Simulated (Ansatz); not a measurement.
**A computed series for Mg2Si: response to strain**

Consider Mg2Si (space group Fm-3m, No. 225).

```
Mg2Si
1.0
    0.00000     3.16305     3.16305
    3.16305     0.00000     3.16305
    3.16305     3.16305     0.00000
Si Mg
1 2
Direct
  0.00000   0.00000   0.00000
  0.25000   0.25000   0.25000
  0.75000   0.75000   0.75000
```

Strains are applied to the cell and any free atomic positions relax.

Calculations: PBEsol/PAW in Ansatz (a program for electronic structure), no spin-orbit coupling.

Notes on the quantities. energy relative to the base: free energy F.

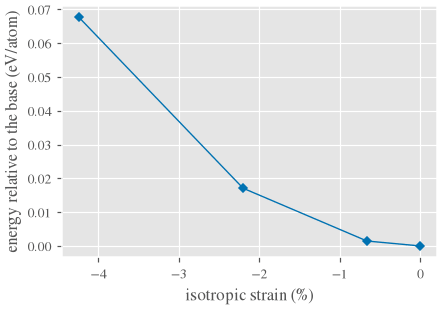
Figure: Energy relative to the base against isotropic strain

```tsv
isotropic strain (%)	energy relative to the base
-4.24	+68 meV/atom
-2.2	+17 meV/atom
-0.66	+1.5 meV/atom
```

Whether these cells are dynamically stable was not tested. All final runs are without spin polarisation.
